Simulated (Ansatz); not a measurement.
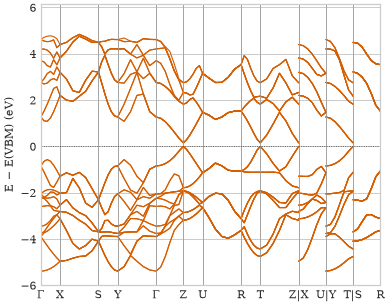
Fig. 1. Band structure from plane-wave PAW r²SCAN+D4 with spin–orbit coupling (Ansatz code)

**Question.** Read off the gap and where the band edges lie.

**Answer.** About 0.2 eV (0.15 eV by a search for the band edges); maximum at Z, minimum at Z.

The material is PbS (rock salt, Fm-3m).

The r²SCAN+D4 relaxation kept the symmetry of its start.

Potentials: the later of the program's two PAW sets.
